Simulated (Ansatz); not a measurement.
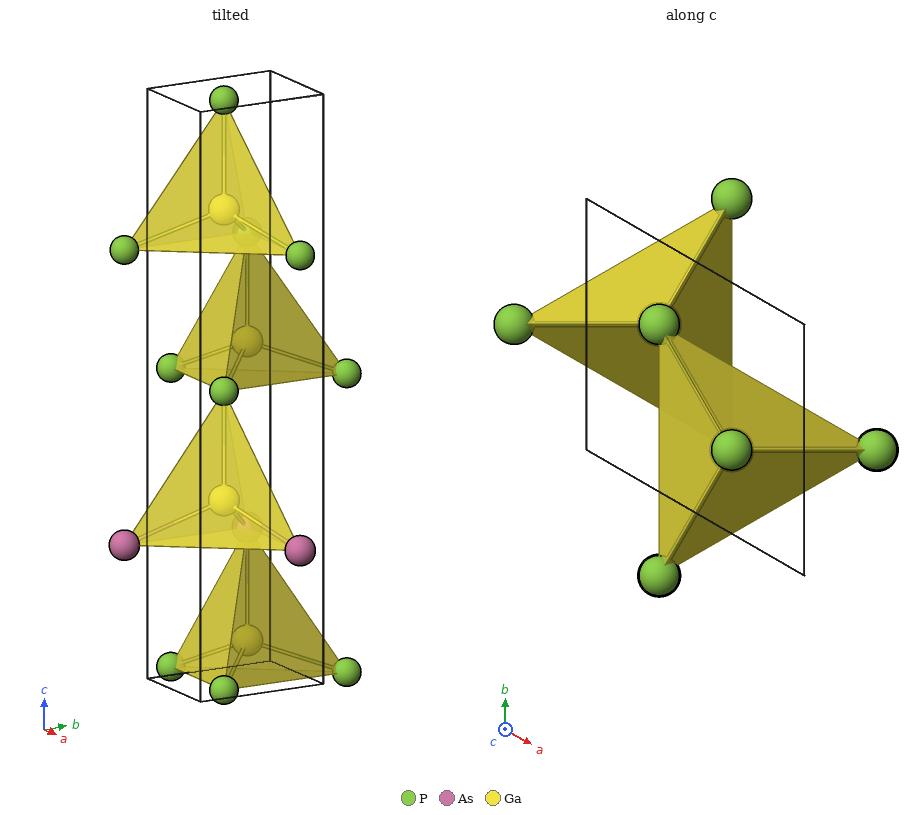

Polyhedral drawing of the structure, looking slightly off an axis and along the c axis. One conventional unit cell is outlined, and atoms on its boundary appear in each equivalent place. Some atoms of the next cells are drawn as well.

Ga4AsP3, space group P3m1 (No. 156), a = 3.879 Å, b = 3.879 Å, c = 12.801 Å, α = 90.00°, β = 90.00°, γ = 120.00°. The structure comes from a structure type filled with these elements by a generator (whether the compound takes this form wasn't checked). Earlier steps of the study, as a rule a relaxation of our own, may have changed the cell and positions, so they can lie some per cent off the listed ones. A calculation with Ansatz used it as input.

This one geometry was computed with Ansatz (DFT, plane waves, PAW) at five levels of theory: r2SCAN, PBE0, PBE, PBE with spin-orbit coupling and HSE06. It was relaxed beforehand with r2SCAN.

Which level gives the highest pressure at this volume, and what does that say about its equilibrium volume?

Answer. Highest: PBE (2.5 GPa) and PBE with spin-orbit coupling (2.5 GPa), which points to the largest equilibrium volume. Lowest, with the smallest volume: r2SCAN (0.0 GPa) and PBE0 (0.4 GPa). Levels within 0.5 GPa of each other can't be told apart.

How does the band gap change with the level of theory?

Answer. PBE with spin-orbit coupling: a gap of 0.95 eV, direct; PBE: a gap of 1.03 eV, direct; r2SCAN: a gap of 1.40 eV, direct; HSE06: a gap of 1.80 eV, direct; PBE0: a gap of 2.45 eV, direct.

Collect the results in a table.

Answer.
| level | cutoff (eV) | k-mesh of the run's cell | gap (eV) | pressure (GPa) |
| --- | --- | --- | --- | --- |
| r2SCAN | 500 | 12×12×2 | 1.40 | 0.0 |
| PBE0 | 420 | 6×6×2 | 2.45 | 0.4 |
| PBE | 420 | 12×12×2 | 1.03 | 2.5 |
| PBE with spin-orbit coupling | 420 | 12×12×2 | 0.95 | 2.5 |
| HSE06 | 420 | 6×6×2 | 1.80 | 0.7 |

Gaps are taken on the k-mesh or band path of each run.
